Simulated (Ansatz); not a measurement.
# doublet [BSiH5]+ at 6 levels

We compute a comparison of 6 runs (U-r2SCAN0/STO-3G, UB3LYP/STO-3G, UCAM-B3LYP/STO-3G, UBCCD(T)/STO-3G, UCCSDT(Q)/STO-3G, FCI/STO-3G) of doublet [BSiH5]+. 

The calculation is run with Ansatz 0.2.0.

49 further runs of the same task are left out: 1 that didn't finish, 48 set aside as unsound or not needed.

## (1) The molecule

[BSiH5]+: 7 atoms, total charge +1, spin state doublet. SMILES of the parent species: `[H]B([H])[SiH3]`. Geometry: relaxed at GFN2-xTB. That shape belongs to the parent species and isn't relaxed for this state.

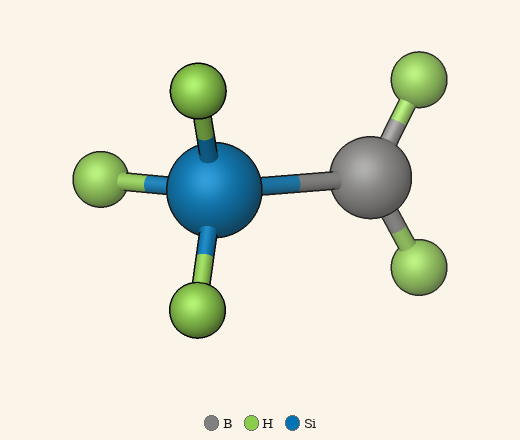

Viewed from a chosen angle; boron grey, hydrogen green, silicon blue.

## (2) The energy at U-r2SCAN0/STO-3G (run 1)

run.yaml

```yaml
crystal:
  periodic: [false, false, false]
  atoms:
    - {symbol: B, position_ang: [0.595540, 1.038560, 0.005960]}
    - {symbol: H, position_ang: [1.765140, 1.076930, 0.027400]}
    - {symbol: H, position_ang: [0.039220, 2.066980, -0.048000]}
    - {symbol: Si, position_ang: [-0.377680, -0.657970, 0.018400]}
    - {symbol: H, position_ang: [-1.713750, -0.605710, 0.632990]}
    - {symbol: H, position_ang: [0.300530, -1.764180, 0.713070]}
    - {symbol: H, position_ang: [-0.608990, -1.154610, -1.349820]}
basis:
  gaussian:
    orbitals: STO-3G
hamiltonian:
  xc: {name: r2SCAN0}
total_charge: 1
magnetization:
  spin_polarized: true
  initial_magnetization: 1
accuracy: high
```

Command:

```console
ansatz run run.yaml --threads 1 --pin off --max-ram 2610MiB --events-out events.jsonl --progress --plain --runs-dir runs
```

Standard output:

```text
Warning: RAYON_NUM_THREADS=1 ignored (pool sized by the plan → 1); use --threads N
Functional definition: r2SCAN0
  name "r2SCAN0"
  parameter a = 0.25
  parameter k0 = 0.174
  parameter k1 = 0.065
  parameter a1 = 4.9479
  exchange = (1 - a)*r2scan_x(k0 = k0, k1 = k1, a1 = a1) + a*exact_x
  correlation = r2scan_c
333 factors; integrals over basis functions are off by at most 1.3e-8 eV
mean field evaluation 1: about -8522.6307 eV, gradient 8.4e0 eV
mean field evaluation 2: about -8522.9740 eV, gradient 5.0e0 eV
mean field evaluation 4: about -8523.1867 eV, gradient 1.1e-1 eV
mean field evaluation 8: about -8523.1287 eV, gradient 1.4e-2 eV
mean field evaluation 16: about -8523.1287 eV, gradient 1.1e-4 eV
mean field evaluation 32: about -8522.7034 eV, gradient 4.4e0 eV
mean field -8523.12867725 eV, -313.2192017049 hartree, gradient 3.6e-8 eV, S^2 0.751319; 4 other end points of the search recorded, 0 dependent functions left out
reference -8523.12867802 eV, -313.2192017330 hartree; 12, 11 occupied and 7, 8 virtual orbitals, 333 factors
Total energy: -8523.12867802 eV, -313.2192017330 hartree
```

It took 6.9 s on 1 thread of Arm Neoverse V2, shared host; peak memory 0.24 GiB.

## (3) A single-point energy at UB3LYP/STO-3G (run 2)

input.yaml

```yaml
basis:
  gaussian:
    orbitals: STO-3G
crystal:
  periodic: [false, false, false]
  atoms:
    - {symbol: B, position_ang: [0.595540, 1.038560, 0.005960]}
    - {symbol: H, position_ang: [1.765140, 1.076930, 0.027400]}
    - {symbol: H, position_ang: [0.039220, 2.066980, -0.048000]}
    - {symbol: Si, position_ang: [-0.377680, -0.657970, 0.018400]}
    - {symbol: H, position_ang: [-1.713750, -0.605710, 0.632990]}
    - {symbol: H, position_ang: [0.300530, -1.764180, 0.713070]}
    - {symbol: H, position_ang: [-0.608990, -1.154610, -1.349820]}
total_charge: 1
magnetization:
  spin_polarized: true
  initial_magnetization: 1
hamiltonian:
  xc: {name: B3LYP}
accuracy: high
```

Command:

```console
ansatz run input.yaml --threads 1 --pin off --max-ram 2610MiB --events-out events.jsonl --progress --plain --runs-dir runs
```

Standard output:

```text
Warning: RAYON_NUM_THREADS=1 ignored (pool sized by the plan → 1); use --threads N
Functional definition: B3LYP
  name "B3LYP"
  parameter a0 = 0.2
  parameter ax = 0.72
  parameter ac = 0.81
  exchange = (1 - a0 - ax)*slater_x + ax*b88_x + a0*exact_x
  correlation = (1 - ac)*vwn_rpa_c + ac*lyp_c
333 factors; integrals over basis functions are off by at most 1.3e-8 eV
mean field evaluation 1: about -8524.0573 eV, gradient 9.2e0 eV
mean field evaluation 2: about -8524.3027 eV, gradient 6.9e0 eV
mean field evaluation 4: about -8524.6920 eV, gradient 1.4e-1 eV
mean field evaluation 8: about -8524.6284 eV, gradient 1.6e-2 eV
mean field evaluation 16: about -8524.6285 eV, gradient 1.5e-4 eV
mean field evaluation 32: about -8524.5520 eV, gradient 6.4e-1 eV
mean field -8524.62846007 eV, -313.2743177070 hartree, gradient 4.6e-8 eV, S^2 0.750720; 5 other end points of the search recorded, 0 dependent functions left out
reference -8524.62848963 eV, -313.2743187933 hartree; 12, 11 occupied and 7, 8 virtual orbitals, 333 factors
Total energy: -8524.62848963 eV, -313.2743187933 hartree
```

Wall time 3.6 s (1 thread of Arm Neoverse V2, shared host); peak memory 0.14 GiB.

Runs 3 to 4 aren't shown in full; the table further down has their settings and results.

## (4) A single-point energy at UCCSDT(Q)/STO-3G (run 5)

run.yaml, as its differences from that of step 2:

```diff
@@ -13,5 +13,5 @@
     orbitals: STO-3G
-hamiltonian:
-  xc: {name: r2SCAN0}
-total_charge: 1
+correlation:
+  method: ccsdt_q
+  frozen_orbitals: {B: 1, H: 0, Si: 5}
 magnetization:
@@ -19,2 +19,5 @@
   initial_magnetization: 1
+scf:
+  omitted_lower_state_checks: [cluster_reference, increment]
 accuracy: high
+total_charge: 1
```

Command:

```console
ansatz run run.yaml --threads 1 --pin off --max-ram 2610MiB --events-out events.jsonl --progress --plain --runs-dir runs
```

Standard output (excerpt; [...] marks lines left out):

```text
Warning: RAYON_NUM_THREADS=1 ignored (pool sized by the plan → 1); use --threads N
Functional definition: HF
  name "HF"
[...]
333 factors; integrals over basis functions are off by at most 1.3e-8 eV
[...]
mean field -8503.64625910 eV, -312.5032360435 hartree, gradient 7.0e-8 eV, S^2 0.753066; 4 other end points of the search recorded, 0 dependent functions left out
6 core orbitals not correlated: weight in the atoms' cores, before any rotation towards them, 0.999 or more for the frozen orbitals, at most 0.000 for the correlated occupied ones
reference -8503.64625910 eV, -312.5032360435 hartree; 6, 5 occupied and 7, 8 virtual orbitals, 333 factors
second order -1.93228251 eV of doubles, -0.00000000 eV of singles
cycle   1  -2.53394725 eV  change   -6.0e-1 eV  update   6.8e-2
[...]
cycle  33  -2.92605910 eV  change  -1.8e-11 eV  update   1.3e-9
perturbative correction -0.00067595 eV, -0.0000248407 hartree
Total energy: -8506.57299415 eV, -312.6107915726 hartree
Checks for a lower state left out: cluster_reference, increment
```

It took 0.91 s on 1 thread of Arm Neoverse V2, shared host.

## (5) A single-point energy at FCI/STO-3G (run 6)

input.yaml, as its differences from that of step 3:

```diff
@@ -1,4 +1 @@
-basis:
-  gaussian:
-    orbitals: STO-3G
 crystal:
@@ -13,8 +10,7 @@
     - {symbol: H, position_ang: [-0.608990, -1.154610, -1.349820]}
+basis:
+  gaussian: {orbitals: STO-3G}
+accuracy: high
 total_charge: 1
-magnetization:
-  spin_polarized: true
-  initial_magnetization: 1
-hamiltonian:
-  xc: {name: B3LYP}
-accuracy: high
+magnetization: {spin_polarized: true, initial_magnetization: 1}
+correlation: {method: fci, frozen_orbitals: {B: 1, H: 0, Si: 5}}
```

Command:

```console
ansatz run input.yaml --threads 1 --pin off --max-ram 2610MiB --events-out events.jsonl --progress --plain --runs-dir runs
```

Standard output:

```text
Warning: RAYON_NUM_THREADS=1 ignored (pool sized by the plan → 1); use --threads N
Functional definition: HF
  name "HF"
  exchange = exact_x
  correlation = 0
333 factors; integrals over basis functions are off by at most 1.3e-8 eV
mean field evaluation 1: about -8502.6671 eV, gradient 9.9e0 eV
mean field evaluation 2: about -8502.6646 eV, gradient 9.9e0 eV
mean field evaluation 4: about -8503.6326 eV, gradient 8.0e-1 eV
mean field evaluation 8: about -8503.6463 eV, gradient 9.8e-3 eV
mean field evaluation 16: about -8502.7531 eV, gradient 5.0e0 eV
mean field evaluation 32: about -8503.5090 eV, gradient 1.0e0 eV
mean field -8503.64625910 eV, -312.5032360435 hartree, gradient 7.0e-8 eV, S^2 0.753066; 4 other end points of the search recorded, 0 dependent functions left out
6 core orbitals not correlated: weight in the atoms' cores, before any rotation towards them, 1.000 or more for the frozen orbitals, at most 0.000 for the correlated occupied ones
reference -8503.62078318 eV, -312.5022998205 hartree; 6, 5 occupied and 7, 8 virtual orbitals, 333 factors
state -8506.57313456 eV, -312.6107967328 hartree
Total energy: -8506.57313456 eV, -312.6107967328 hartree
```

Wall time 26 s (1 thread of Arm Neoverse V2, shared host); peak memory 0.34 GiB.

## (6) Overview of the runs

```tsv
run	level	frozen core orbitals	energy (Eh)	⟨S²⟩	wall time
1	U-r2SCAN0/STO-3G	–	-313.219202	0.751	6.9 s
2	UB3LYP/STO-3G	–	-313.274319	0.751	3.6 s
3	UCAM-B3LYP/STO-3G	–	-313.212176	0.751	3.3 s
4	UBCCD(T)/STO-3G	6	-312.610164	0.753	0.3 s
5	UCCSDT(Q)/STO-3G	6	-312.610792	0.753	0.91 s
6	FCI/STO-3G	6	-312.610797	–	26 s
```

## (7) What came out

```
                                          quantity          value
                               run 6: total energy  -312.61080 Eh
run 6: correlation energy (6 core orbitals frozen)     -108.5 mEh
```

Against full CI in this basis: UBCCD(T) +0.6 mEh; UCCSDT(Q) +0.0 mEh. Totals of different functionals can't be ranked against each other. In runs 1, 2, 3, 4, 5, 6 the basis is minimal, so the values are rough. All runs together took 41 s, the longest 26 s.
